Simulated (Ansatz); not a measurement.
Input file:

```
crystal:
  periodic: [false, false, false]
  atoms:
    - {symbol: Si, position_ang: [-0.944343, 0.400963, 0.939671]}
    - {symbol: O, position_ang: [0.220249, -0.168765, -0.201757]}
    - {symbol: Si, position_ang: [0.070886, 0.002933, -1.894963]}
    - {symbol: F, position_ang: [-1.916142, 0.893471, -0.274045]}
    - {symbol: F, position_ang: [-0.578690, 1.822811, 1.531654]}
    - {symbol: H, position_ang: [-1.884862, -0.500126, 1.601698]}
    - {symbol: H, position_ang: [1.251544, -0.663674, 1.805612]}
    - {symbol: F, position_ang: [0.289962, -0.315830, 2.243763]}
    - {symbol: H, position_ang: [1.218256, -0.591708, 0.242628]}
    - {symbol: F, position_ang: [2.037976, -0.945015, 0.989291]}
    - {symbol: H, position_ang: [-0.001048, 1.433466, -2.243708]}
    - {symbol: H, position_ang: [1.333075, -0.599994, -2.381083]}
    - {symbol: H, position_ang: [-1.096762, -0.768631, -2.358762]}
basis:
  gaussian: {orbitals: def2-TZVPP}
hamiltonian: {xc: pbe0, dispersion: d4}
output: {orbitals: {seedname: orbitals}}
```

Command:

```sh
ansatz run in.yaml --threads 4 --pin off --events-out ev --progress --plain --max-ram 46080MiB --backend cuda --devices 0, --max-vram 37GiB
```

A transition-state structure; geometry: PBE0-D4/def2-TZVP.

Method: Ansatz 0.2.0, RKS PBE0-D4/def2-TZVPP.

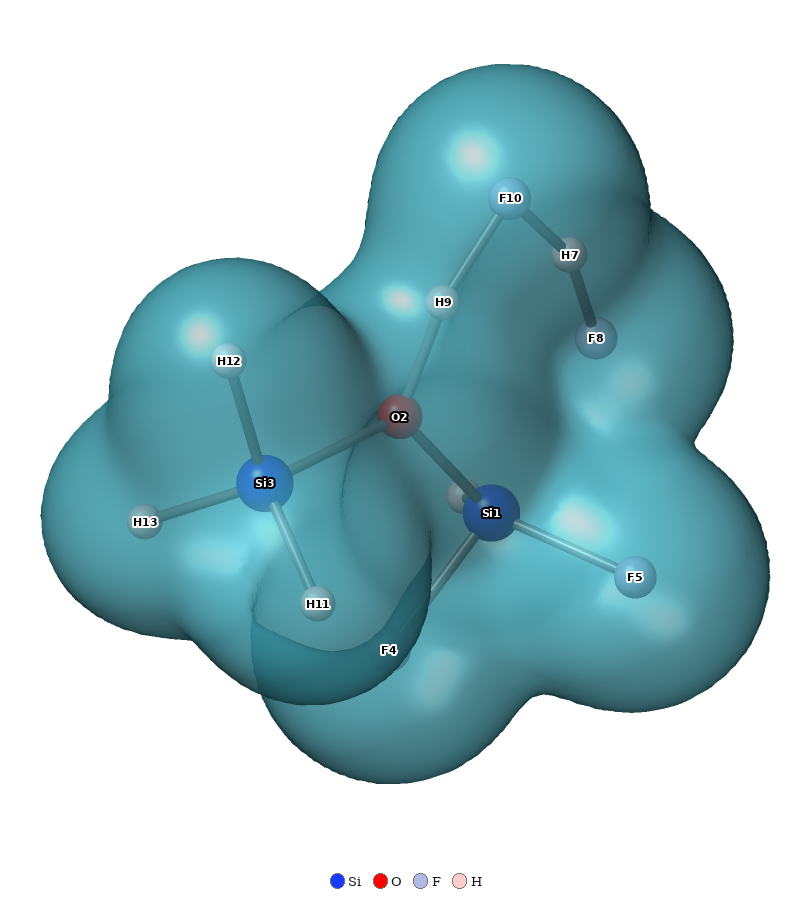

F$_{4}$H$_{6}$OSi$_{2}$. Isosurface of the total electron density at 0.05 e/Å³ (cyan), seen at an oblique angle.

### What does this surface tell about the bonding?

At this value the surface is in one piece. It bridges the sampled F···H (1.16 Å), Si–F (1.58 Å), Si–O (1.71 Å) and F–H (1.11 Å) contacts, where the density stays above the isovalue. On the grid the lowest density along these lines, outside the cores, is 1.2 e/Å³ (F···H, 1.16 Å), 1 e/Å³ (Si–F, 1.58 Å), 0.82 e/Å³ (Si–O, 1.71 Å) and 1.3 e/Å³ (F–H, 1.11 Å).
